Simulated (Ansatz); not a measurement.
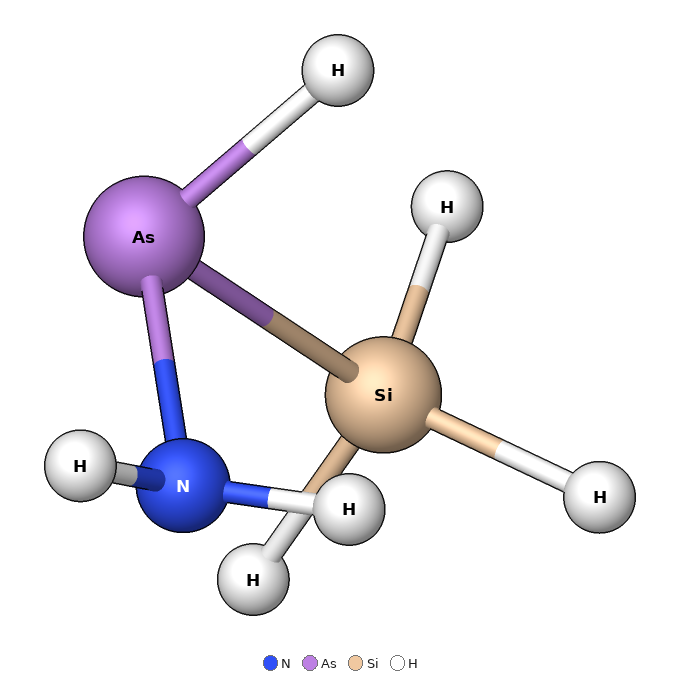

Harmonic vibrations computed with RKS PBE0-D4/def2-TZVP (Ansatz 0.2.0) at a stationary point of the same level.

Question: How many imaginary frequencies does it have?

Answer: A minimum: no imaginary frequency, and the lowest mode lies at 132 cm⁻¹.

Question: How many vibrational modes are there, and where do they lie?

Answer: 21 modes: 132, 142, 240, 359, 459, 533, 565, 702, 724, 807, 879, 931, 942, 991, 1586, 2119, 2209, 2225, 2239, 3543, 3642 cm⁻¹.
